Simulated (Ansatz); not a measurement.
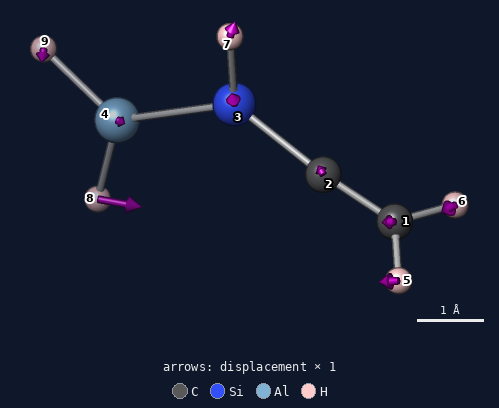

This is a relaxation of C$_{2}$H$_{5}$AlSi. The starting structure is drawn; purple arrows show the displacements, at their true length. The two geometries are superimposed by the best rigid fit.

Style: ball-and-stick. Shown from a free direction.

Method: Ansatz 0.2.0, RKS PBE0-D4/def2-TZVP. Set-up: force threshold 0.005 eV/Å; at most 200 steps.

Atoms of which element are displaced furthest, and by how much?

Hydrogen: up to 0.71 Å, against 0.26 Å for silicon.

Describe the change and its energy.

After 13 accepted moves (15 points after the start) the energy has fallen by 0.204 eV. The largest force component goes from 1.1 to 0.0034 eV/Å. The line search rejected the trial steps at points 2, 11 of the run. The largest move after the best rigid fit is that of H8, 0.71 Å. By element the largest moves are H 0.71 Å, Si 0.26 Å, C 0.25 Å, Al 0.15 Å. Near-neighbour distances that change, for instance: C2–Si3 1.754 → 1.710 Å, Al4–H8 1.564 → 1.583 Å, Al4–H9 1.573 → 1.586 Å, C1–H5 1.085 → 1.089 Å. Among the angles between lasting bonds that change: H8–Al4–H9 107.7° → 122.0°, C2–Si3–Al4 129.5° → 115.2°, Si3–Al4–H8 128.6° → 116.7°.
